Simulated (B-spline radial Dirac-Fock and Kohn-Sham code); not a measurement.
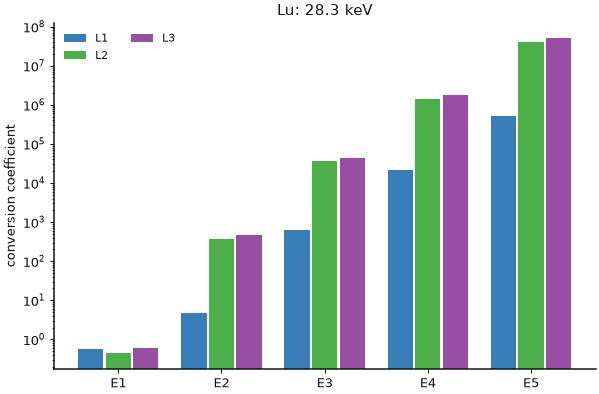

Fig. 1. Internal conversion coefficients by shell for electric multipoles at a transition energy of 28.3 keV (K and L shells). The figure is for lutetium (Z = 71). Method: a Dirac–Hartree–Slater potential of the neutral atom, no hole, surface-current nucleus (computed with a B-spline radial atomic code).

The shells shown sum to 1.61 (E1), 841 (E2), 80500 (E3), 3.20 × 10⁶ (E4), 9.15 × 10⁷ (E5). The largest bar is L3 for E1, L3 for E2, L3 for E3, L3 for E4, L3 for E5. The K shell is closed at this energy.
